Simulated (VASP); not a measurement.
# TaSi2: structure and properties in VASP, part 3 of 4

Aim: relax TaSi2, then compute properties on the relaxed cell. The start is a cell from a database of measured crystal structures.

VASP 6.6.1; PBEsol; plane waves and PAW (Ta_pv, Si).

Still holding for the runs below: This run has no spin polarisation. Its electron count is odd, so without a moment it is a metal by construction.

So far. Step 3 (Single point with fields (PBEsol)): In this run the pressure is 0.04 GPa, small enough to go on. Step 4 (Band structure (PBEsol)): There is no gap at this level. The relaxed cell has a = 4.758, c = 6.568 Å (conventional setting).

The database entry behind the starting cell has ideal inner coordinates that were not refined, so it need not match the best structure at ambient conditions.

### 5. Total and projected DOS (PBEsol)

A density of states needs more k-points than a total energy; ISMEAR = -5 takes tetrahedra, and LORBIT projects the states on the PAW spheres. The mesh is finer than in the run before.

INCAR reads:

```
SYSTEM = TaSi2
PREC = Accurate
ENCUT = 400
EDIFF = 1E-06
NELM = 100
ISMEAR = -5
SIGMA = 0.05
LREAL = .FALSE.
ALGO = Normal
GGA = PS
NBANDS = 50
LASPH = .TRUE.
LORBIT = 11
LWAVE = .FALSE.
LCHARG = .FALSE.
KPAR = 8
NEDOS = 2001
```

POSCAR reads:

```
TaSi2
1.0
    4.7575657800      0.0000000000      0.0000000000
   -2.3787828900      4.1201728257      0.0000000000
    0.0000000000      0.0000000000      6.5684782751
Ta Si
3 6
Direct
    0.5000000000      0.0000000000      0.5000000000
    0.5000000000      0.5000000000      0.8333333333
    0.0000000000      0.5000000000      0.1666666667
    0.1594184982      0.3188369964      0.5000000000
    0.8405815018      0.1594184982      0.8333333333
    0.6811630036      0.8405815018      0.1666666667
    0.8405815018      0.6811630036      0.5000000000
    0.1594184982      0.8405815018      0.8333333333
    0.3188369964      0.1594184982      0.1666666667
```

KPOINTS reads:

```
Automatic mesh
0
Gamma
10 10 6
0 0 0
```

PAW data sets: Ta_pv and Si (PBE family, release 64).

Run with:

```sh
$ mpirun -np 8 vasp_std
```

Output:

```text
[... set-up lines as in an earlier step ...]
 entering main loop
       N       E                     dE             d eps       ncg     rms          rms(c)
DAV:   1     0.336828344486E+03    0.33683E+03   -0.23015E+04  5616   0.878E+02
DAV:   2    -0.631596172754E+02   -0.39999E+03   -0.38319E+03  6314   0.267E+02
DAV:   3    -0.794544526977E+02   -0.16295E+02   -0.15981E+02  7010   0.520E+01
DAV:   4    -0.796531420629E+02   -0.19869E+00   -0.19805E+00  6816   0.593E+00
DAV:   5    -0.796555620306E+02   -0.24200E-02   -0.24193E-02  6992   0.669E-01    0.328E+01
DAV:   6    -0.776522221277E+02    0.20033E+01   -0.39932E+00  6774   0.943E+00    0.152E+01
DAV:   7    -0.773833098287E+02    0.26891E+00   -0.53294E-01  6556   0.294E+00    0.430E+00
DAV:   8    -0.773568058027E+02    0.26504E-01   -0.39935E-02  7060   0.729E-01    0.572E-01
DAV:   9    -0.773558792738E+02    0.92653E-03   -0.27899E-03  6638   0.228E-01    0.273E-01
DAV:  10    -0.773557437386E+02    0.13554E-03   -0.38858E-04  6948   0.904E-02    0.527E-02
DAV:  11    -0.773557324187E+02    0.11320E-04   -0.28885E-05  6614   0.238E-02    0.127E-02
DAV:  12    -0.773557303386E+02    0.20801E-05   -0.33658E-06  6070   0.736E-03    0.246E-03
DAV:  13    -0.773557297504E+02    0.58816E-06   -0.22112E-07  3506   0.202E-03
   1 F= -.77355730E+02 E0= -.77355730E+02  d E =0.000000E+00
 -----------------------------------------------------------------------------
|                                                                             |
|           W    W    AA    RRRRR   N    N  II  N    N   GGGG   !!!           |
|           W    W   A  A   R    R  NN   N  II  NN   N  G    G  !!!           |
|           W    W  A    A  R    R  N N  N  II  N N  N  G       !!!           |
|           W WW W  AAAAAA  RRRRR   N  N N  II  N  N N  G  GGG   !            |
|           WW  WW  A    A  R   R   N   NN  II  N   NN  G    G                |
|           W    W  A    A  R    R  N    N  II  N    N   GGGG   !!!           |
|                                                                             |
|     Tetrahedron method does not include variations of the Fermi             |
|     occupations, so forces and stress will be inaccurate. We suggest        |
|     using a different smearing scheme ISMEAR = 1 or 2 for metals in         |
|     relaxations.                                                            |
|                                                                             |
 -----------------------------------------------------------------------------
```

Elapsed: 17 s, on 8 MPI ranks of Intel Xeon 6975P-C (Granite Rapids), shared host; peak memory 2.7 GiB; 1.8 min of CPU time.

From OUTCAR (step 5):

```text
   k-points           NKPTS =     56   k-points in BZ     NKDIM =     56   number of bands    NBANDS=     50

   NELECT =      57.0000    total number of electrons

 E-fermi :   9.3737

 k-point     1 :       0.0000    0.0000    0.0000
  band No.  band energies     occupation
    ...
     25       6.8809      2.00000
     26       7.0048      2.00000
     27       7.1737      2.00000
     28       7.1737      2.00000
     29       7.9120      2.00000
     30      10.0754      0.00000
     31      12.4132      0.00000
     32      12.4132      0.00000
     33      12.8885      0.00000
     34      13.0022      0.00000
    ...

  Total        0.3213193      0.3213193     -0.4286457      0.0000000     -0.0000000      0.0000000
  in kB        3.9983645      3.9983645     -5.3338894      0.0000000     -0.0000000      0.0000000
  external PRESSURE =       0.8876132 kB  Pullay stress =       0.0000000 kB

 POSITION                                       TOTAL-FORCE (eV/Angst)
 -----------------------------------------------------------------------------------
      2.37878      0.00000      3.28424         0.000000      0.000000      0.000000
      1.18939      2.06009      5.47373         0.000000      0.000000      0.000000
     -1.18939      2.06009      1.09475         0.000000      0.000000      0.000000
     -0.00000      1.31366      3.28424        -0.000000     -0.017138      0.000000
      3.61990      0.65683      5.47373         0.014842     -0.008569     -0.000000
      1.24112      3.46334      1.09475         0.014842      0.008569      0.000000
      2.37878      2.80651      3.28424         0.000000      0.017138      0.000000
     -1.24112      3.46334      5.47373        -0.014842      0.008569      0.000000
      1.13767      0.65683      1.09475        -0.014842     -0.008569     -0.000000
 -----------------------------------------------------------------------------------
    total drift:                               -0.000000      0.000000      0.000000

  FREE ENERGIE OF THE ION-ELECTRON SYSTEM (eV)
  ---------------------------------------------------
  free  energy   TOTEN  =       -77.3557297504 eV

  energy  without entropy=      -77.3557297504  energy(sigma->0) =      -77.35572975

[... 7 parts as in an earlier step ...]

[... 9 further parts left out ...]
```

With tetrahedra the forces and stress of a metal are not exact derivatives of the energy.

Numbers from this step:

| Item | Value |
| --- | --- |
| irreducible k-points | 56 |
| free energy (TOTEN) | -77.3557 eV |
| Fermi energy | 9.374 eV |
| pressure | 0.08876 GPa |
| DOS at the Fermi level | 3.320 states/eV/cell |

The density of states has structure finer than the step of the table below, so its rows give means over 1 eV, whole bins alone (the curve runs from -12.0 to 2.91 eV). Peaks (eV: height): total -2.7: 11.2, -2.1: 16.3, 2.3: 8.41, 2.7: 8.30; Ta d -2.3: 3.97, -2.1: 5.37, 2.3: 3.33, 2.7: 3.00; Si p -5.7: 0.991, -5.3: 1.47, -2.7: 2.03, -2.1: 2.54; Si s -10.3: 0.703, -8.8: 0.948, -7.8: 1.07, -7.1: 0.869; Ta p -5.3: 0.164, -4.6: 0.124, -2.7: 0.430, -2.1: 0.517.

States under -12.0 eV and over 2.9 eV are left out. Table of density of states by energy, zero at the Fermi level; means over each step; values in states/eV/cell:

```tsv
energy (eV)	total	Ta d	Si p	Si s	Ta p	Ta s
-11	1.38	0.0226	0.0575	0.461	0.0377	0.0495
-10	2.01	0.0728	0.110	0.639	0.0547	0.0517
-9	2.29	0.146	0.169	0.664	0.0447	0.0596
-8	2.16	0.172	0.164	0.617	0.0411	0.0630
-7	2.21	0.192	0.195	0.563	0.0520	0.0800
-6	2.62	0.298	0.495	0.202	0.0534	0.122
-5	3.46	0.469	0.678	0.218	0.0904	0.132
-4	3.18	0.555	0.573	0.209	0.0824	0.108
-3	5.82	1.41	1.03	0.209	0.200	0.0713
-2	8.31	2.65	1.33	0.109	0.264	0.0216
-1	2.68	1.11	0.335	0.0518	0.0273	0.00374
0	2.54	1.21	0.244	0.0472	0.0238	0.00653
1	2.40	1.03	0.236	0.151	0.0259	0.0198
2	4.68	1.60	0.605	0.350	0.0469	0.103
```

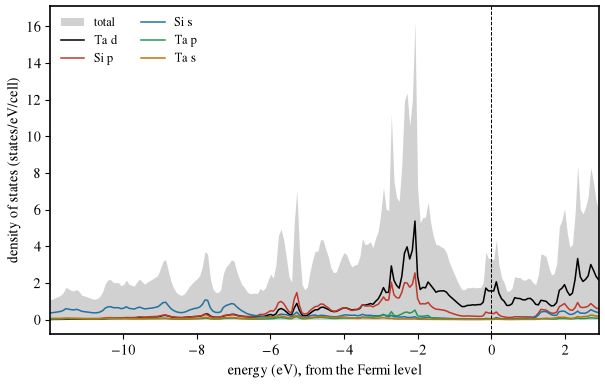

Density of states, plotted against energy.

The finer mesh and the other smearing move the Fermi level by -0.02 eV from the 7×7×4 run, a small shift, which tests the Fermi level alone. Of the states within 0.3 eV of the Fermi level, the largest shares in the PAW spheres are Ta d 47 % and Si p 10 %. The rest lies in smaller channels or between the spheres.

### 6. Vibrations at Γ (PBEsol)

Zone-centre modes test whether the atoms sit at a minimum within this cell. IBRION = 8 takes the force constants from linear response, which needs tightly converged orbitals.

INCAR reads:

```
SYSTEM = TaSi2
PREC = Accurate
ENCUT = 400
EDIFF = 1E-08
NELM = 100
ISMEAR = 1
SIGMA = 0.2
LREAL = .FALSE.
ALGO = Normal
GGA = PS
NBANDS = 37
LASPH = .TRUE.
LORBIT = 11
LWAVE = .FALSE.
LCHARG = .FALSE.
KPAR = 8
IBRION = 8
ISIF = 2
```

POSCAR is that of step 5.

KPOINTS reads:

```
Automatic mesh
0
Gamma
7 7 5
0 0 0
```

Run with:

```sh
$ mpirun -np 8 vasp_std
```

Output:

```text
[... set-up lines as in an earlier step ...]
 entering main loop
       N       E                     dE             d eps       ncg     rms          rms(c)
DAV:   1     0.329147687843E+03    0.32915E+03   -0.24442E+04  1792   0.119E+03
DAV:   2    -0.640209372949E+02   -0.39317E+03   -0.38419E+03  2072   0.327E+02
DAV:   3    -0.793911822205E+02   -0.15370E+02   -0.15104E+02  2248   0.596E+01
DAV:   4    -0.796442082640E+02   -0.25303E+00   -0.25183E+00  2256   0.780E+00
DAV:   5    -0.796482447897E+02   -0.40365E-02   -0.40334E-02  2207   0.973E-01    0.328E+01
DAV:   6    -0.776583217796E+02    0.19899E+01   -0.73383E+00  2222   0.127E+01    0.152E+01
DAV:   7    -0.773880288990E+02    0.27029E+00   -0.53129E-01  2216   0.373E+00    0.421E+00
DAV:   8    -0.773614875410E+02    0.26541E-01   -0.43521E-02  2265   0.956E-01    0.473E-01
DAV:   9    -0.773606821737E+02    0.80537E-03   -0.27515E-03  2280   0.293E-01    0.238E-01
DAV:  10    -0.773605821146E+02    0.10006E-03   -0.37191E-04  2212   0.111E-01    0.564E-02
DAV:  11    -0.773605686336E+02    0.13481E-04   -0.37059E-05  2256   0.316E-02    0.102E-02
DAV:  12    -0.773605673763E+02    0.12573E-05   -0.30356E-06  2280   0.838E-03    0.349E-03
DAV:  13    -0.773605668149E+02    0.56142E-06   -0.30880E-07  2264   0.251E-03    0.141E-03
DAV:  14    -0.773605666994E+02    0.11548E-06   -0.30817E-08  1656   0.901E-04    0.412E-04
DAV:  15    -0.773605666882E+02    0.11255E-07   -0.22875E-09  1264   0.276E-04    0.243E-04
DAV:  16    -0.773605666846E+02    0.35179E-08   -0.38529E-10  1233   0.108E-04
   1 F= -.77360567E+02 E0= -.77359211E+02  d E =-.406722E-02
 Linear response reoptimize wavefunctions to high precision
DAV:   1    -0.773605666848E+02   -0.19281E-09   -0.83864E-11  1233   0.533E-05
DAV:   2    -0.773605666849E+02   -0.60027E-10   -0.19958E-11  1233   0.237E-05
 Linear response DOF=           6
 Linear response progress:
  Degree of freedom:   1/  6
       N       E                     dE             d eps       ncg     rms          rms(c)
RMM:   1    -0.149472494332E+00   -0.14947E+00    0.13620E+01  5397   0.204E+01
RMM:   2    -0.185167365721E+00   -0.35695E-01   -0.45096E-02  8556   0.122E+00    0.133E-01
RMM:   3    -0.185212961676E+00   -0.45596E-04   -0.43594E-03 10426   0.219E-01    0.714E-02
RMM:   4    -0.184775841477E+00    0.43712E-03   -0.68338E-04 10274   0.108E-01    0.185E-02
RMM:   5    -0.184678035828E+00    0.97806E-04   -0.33874E-05 10957   0.277E-02    0.111E-02
RMM:   6    -0.184578089886E+00    0.99946E-04    0.98351E-06 11094   0.101E-02    0.234E-03
RMM:   7    -0.184566400989E+00    0.11689E-04    0.42352E-06 11032   0.415E-03    0.682E-04
RMM:   8    -0.184564434173E+00    0.19668E-05    0.24277E-06 11434   0.193E-03    0.311E-04
RMM:   9    -0.184564132928E+00    0.30125E-06    0.18091E-06 11878   0.106E-03    0.173E-04
RMM:  10    -0.184564791951E+00   -0.65902E-06    0.10070E-06 11439   0.657E-04    0.473E-05
RMM:  11    -0.184564856103E+00   -0.64152E-07    0.64652E-07 12024   0.462E-04    0.195E-05
RMM:  12    -0.184564927010E+00   -0.70907E-07    0.26079E-07 12156   0.358E-04    0.997E-06
RMM:  13    -0.184564992007E+00   -0.64997E-07    0.30103E-07 12343   0.297E-04    0.524E-06
RMM:  14    -0.184565048684E+00   -0.56677E-07    0.18751E-07 12481   0.261E-04    0.174E-06
RMM:  15    -0.184565068028E+00   -0.19344E-07    0.17795E-07 12838   0.237E-04    0.789E-07
RMM:  16    -0.184565077232E+00   -0.92035E-08    0.13982E-07 12882   0.223E-04    0.530E-07
RMM:  17    -0.184565081575E+00   -0.43435E-08    0.15328E-07 12968   0.215E-04    0.509E-07
RMM:  18    -0.184565085350E+00   -0.37748E-08    0.13449E-07 12997   0.209E-04    0.469E-07
RMM:  19    -0.184565085286E+00    0.63484E-10    0.13887E-07 12960   0.205E-04    0.861E-07
RMM:  20    -0.184565082699E+00    0.25878E-08    0.12735E-07 13140   0.203E-04    0.146E-06
RMM:  21    -0.184565083246E+00   -0.54715E-09    0.12594E-07 13152   0.202E-04    0.162E-06
RMM:  22    -0.184565083780E+00   -0.53402E-09    0.11321E-07 13217   0.201E-04    0.171E-06
RMM:  23    -0.184565085170E+00   -0.13905E-08    0.11438E-07 13315   0.200E-04    0.166E-06
 first order change of Fermi-energy   0.46642E-04
 force on displaced ion       1 direction 1 : -19.000   0.000  -0.000
 Linear response progress:
  Degree of freedom:   2/  6
       N       E                     dE             d eps       ncg     rms          rms(c)
RMM:   1    -0.157749351893E+00   -0.15775E+00    0.12726E+01  5442   0.196E+01
RMM:   2    -0.191515916461E+00   -0.33767E-01   -0.45265E-02  8643   0.121E+00    0.108E-01
RMM:   3    -0.191642040688E+00   -0.12612E-03   -0.47337E-03 10514   0.216E-01    0.611E-02
RMM:   4    -0.191218101517E+00    0.42394E-03   -0.59835E-04 10547   0.925E-02    0.177E-02
RMM:   5    -0.191115223269E+00    0.10288E-03   -0.65086E-05 11061   0.245E-02    0.953E-03
RMM:   6    -0.191024785552E+00    0.90438E-04   -0.13181E-05 11585   0.102E-02    0.220E-03
RMM:   7    -0.191010709711E+00    0.14076E-04   -0.51341E-06 11235   0.410E-03    0.644E-04
RMM:   8    -0.191008768880E+00    0.19408E-05   -0.14995E-06 11816   0.205E-03    0.259E-04
RMM:   9    -0.191009080777E+00   -0.31190E-06   -0.98194E-07 12161   0.111E-03    0.160E-04
RMM:  10    -0.191009910160E+00   -0.82938E-06   -0.32451E-07 11352   0.698E-04    0.425E-05
RMM:  11    -0.191010023675E+00   -0.11351E-06   -0.31602E-07 12348   0.482E-04    0.130E-05
RMM:  12    -0.191010018947E+00    0.47275E-08   -0.76165E-08 12456   0.369E-04    0.981E-06
 first order change of Fermi-energy  -0.24855E-03
 force on displaced ion       1 direction 2 :  -0.000 -13.121   0.000
 Linear response progress:
  Degree of freedom:   3/  6
       N       E                     dE             d eps       ncg     rms          rms(c)
RMM:   1    -0.165079935952E+00   -0.16508E+00    0.13056E+01  5608   0.203E+01
RMM:   2    -0.200717843360E+00   -0.35638E-01   -0.45708E-02  8958   0.123E+00    0.138E-01
RMM:   4    -0.200232423356E+00    0.26758E-03   -0.60873E-04 11044   0.932E-02    0.351E-02
RMM:   5    -0.200086018138E+00    0.14641E-03   -0.10346E-04 11258   0.393E-02    0.149E-02
RMM:   6    -0.199996008331E+00    0.90010E-04   -0.25821E-05 11786   0.169E-02    0.582E-03
RMM:   7    -0.199967817271E+00    0.28191E-04   -0.80508E-06 10947   0.660E-03    0.231E-03
RMM:   8    -0.199950625510E+00    0.17192E-04   -0.35625E-06 11439   0.331E-03    0.397E-04
RMM:   9    -0.199948948588E+00    0.16769E-05   -0.20649E-06 12481   0.149E-03    0.198E-04
RMM:  10    -0.199949032000E+00   -0.83412E-07   -0.97271E-07 11827   0.765E-04    0.625E-05
RMM:  11    -0.199949182291E+00   -0.15029E-06   -0.55906E-07 12722   0.509E-04    0.362E-05
RMM:  12    -0.199949298428E+00   -0.11614E-06   -0.36539E-07 12600   0.374E-04    0.165E-05
RMM:  13    -0.199949395320E+00   -0.96892E-07   -0.23943E-07 12744   0.303E-04    0.504E-06
RMM:  14    -0.199949387391E+00    0.79288E-08   -0.17418E-07 13014   0.259E-04    0.499E-06
RMM:  15    -0.199949406779E+00   -0.19388E-07   -0.16404E-07 13106   0.234E-04    0.291E-06
RMM:  16    -0.199949434424E+00   -0.27646E-07   -0.12110E-07 13294   0.218E-04    0.145E-06
RMM:  17    -0.199949429545E+00    0.48799E-08   -0.11832E-07 13590   0.208E-04    0.975E-07
RMM:  18    -0.199949433662E+00   -0.41176E-08   -0.92886E-08 13550   0.202E-04    0.903E-07
 first order change of Fermi-energy   0.64064E-04
 force on displaced ion       1 direction 3 :   0.000   0.000 -18.043
 Linear response progress:
  Degree of freedom:   4/  6
       N       E                     dE             d eps       ncg     rms          rms(c)
RMM:   1    -0.251682599539E-01   -0.25168E-01    0.22961E-02 21505   0.855E-01
RMM:   2    -0.208549740684E-01    0.43133E-02   -0.29169E-03 14956   0.214E-01    0.102E-01
RMM:   3    -0.208648929261E-01   -0.99189E-05   -0.50613E-04 15180   0.842E-02    0.609E-02
RMM:   4    -0.209381694608E-01   -0.73277E-04   -0.12997E-04 15226   0.424E-02    0.264E-02
RMM:   5    -0.209770195413E-01   -0.38850E-04   -0.29348E-05 16361   0.197E-02    0.111E-02
RMM:   6    -0.209692189619E-01    0.78006E-05   -0.47505E-06 15499   0.990E-03    0.200E-03
RMM:   7    -0.209732738086E-01   -0.40548E-05   -0.85201E-07 15806   0.407E-03    0.109E-03
RMM:   8    -0.209712361313E-01    0.20377E-05   -0.14011E-07 17462   0.164E-03    0.406E-04
RMM:   9    -0.209712077267E-01    0.28405E-07    0.11146E-09 17550   0.474E-04    0.893E-05
RMM:  10    -0.209714434654E-01   -0.23574E-06   -0.10169E-08 16820   0.181E-04    0.392E-05
RMM:  11    -0.209715440252E-01   -0.10056E-06    0.19089E-09 18257   0.995E-05    0.159E-05
RMM:  12    -0.209715709369E-01   -0.26912E-07   -0.11593E-08 19233   0.677E-05    0.657E-06
RMM:  13    -0.209715746026E-01   -0.36657E-08   -0.21727E-08 20071   0.580E-05    0.266E-06
 first order change of Fermi-energy  -0.12439E-04
 force on displaced ion       4 direction 1 : -10.354   0.000  -2.376
 Linear response progress:
  Degree of freedom:   5/  6
       N       E                     dE             d eps       ncg     rms          rms(c)
RMM:   1    -0.243748288926E-01   -0.24375E-01    0.22057E-02 12719   0.772E-01
RMM:   2    -0.204136982320E-01    0.39611E-02   -0.24811E-03  8772   0.190E-01    0.847E-02
RMM:   3    -0.204662321235E-01   -0.52534E-04   -0.29960E-04  8851   0.624E-02    0.472E-02
RMM:   4    -0.205796617445E-01   -0.11343E-03   -0.13600E-04  9353   0.372E-02    0.124E-02
RMM:   5    -0.205727493551E-01    0.69124E-05   -0.12519E-05  9223   0.118E-02    0.488E-03
RMM:   6    -0.205711544562E-01    0.15949E-05   -0.27325E-06  9744   0.441E-03    0.194E-03
RMM:   7    -0.205721841087E-01   -0.10297E-05    0.11644E-07  9686   0.171E-03    0.633E-04
RMM:   8    -0.205707358316E-01    0.14483E-05   -0.48472E-08  9646   0.677E-04    0.189E-04
RMM:   9    -0.205714059315E-01   -0.67010E-06    0.27875E-09  9882   0.296E-04    0.636E-05
RMM:  10    -0.205715275635E-01   -0.12163E-06    0.14929E-08 10356   0.133E-04    0.181E-05
RMM:  11    -0.205715660739E-01   -0.38510E-07    0.43579E-08 11066   0.731E-05    0.776E-06
RMM:  12    -0.205715596132E-01    0.64608E-08   -0.11674E-08 11924   0.581E-05    0.309E-06
 first order change of Fermi-energy   0.41689E-01
 force on displaced ion       4 direction 2 :   0.000  -8.435  -0.000
 Linear response progress:
  Degree of freedom:   6/  6
       N       E                     dE             d eps       ncg     rms          rms(c)
RMM:   1    -0.294824518839E-01   -0.29482E-01    0.27472E-02 22224   0.905E-01
RMM:   2    -0.243275971988E-01    0.51549E-02   -0.34325E-03 14975   0.243E-01    0.139E-01
RMM:   3    -0.243250934639E-01    0.25037E-05   -0.97517E-04 15469   0.113E-01    0.894E-02
RMM:   4    -0.243392320092E-01   -0.14139E-04   -0.15982E-04 15545   0.494E-02    0.503E-02
RMM:   5    -0.244455436510E-01   -0.10631E-03   -0.64656E-05 16620   0.278E-02    0.987E-03
RMM:   6    -0.244337270063E-01    0.11817E-04   -0.86109E-06 15611   0.110E-02    0.326E-03
RMM:   7    -0.244318701623E-01    0.18568E-05   -0.10106E-06 16050   0.363E-03    0.140E-03
RMM:   8    -0.244305199813E-01    0.13502E-05   -0.14012E-07 16154   0.136E-03    0.321E-04
RMM:   9    -0.244308585972E-01   -0.33862E-06   -0.45320E-08 17039   0.454E-04    0.183E-04
RMM:  10    -0.244310357660E-01   -0.17717E-06    0.73391E-09 17983   0.196E-04    0.541E-05
RMM:  11    -0.244310998311E-01   -0.64065E-07    0.24874E-08 18577   0.971E-05    0.258E-05
RMM:  12    -0.244311148860E-01   -0.15055E-07    0.14168E-08 18794   0.746E-05    0.675E-06
RMM:  13    -0.244311151261E-01   -0.24009E-09    0.11644E-08 20350   0.629E-05    0.339E-06
 first order change of Fermi-energy  -0.24802E-04
 force on displaced ion       4 direction 3 :  -2.378   0.004 -12.315
 Linear response finished
```

Run time: 4.5 min. Hardware: 8 MPI ranks; peak memory 6.7 GiB; 31 min of CPU time.

(Continued in part 4 of 4.)

[Lines on the potential files, build, host, timing and source positions are cut from VASP's logs without a mark.]

[Logs are printed without paths, hosts, clocks, repeated set-up lines and the standing remarks that a program may print on its own settings, such as how far it seeks lower states.]

[Hosts, paths, dates, database ids (printed as entryN), source tags and the programs' standing remarks are cut or masked in the printed files.]

[A measured line is paired with the nearest computed mode of its activity, which favours agreement.]
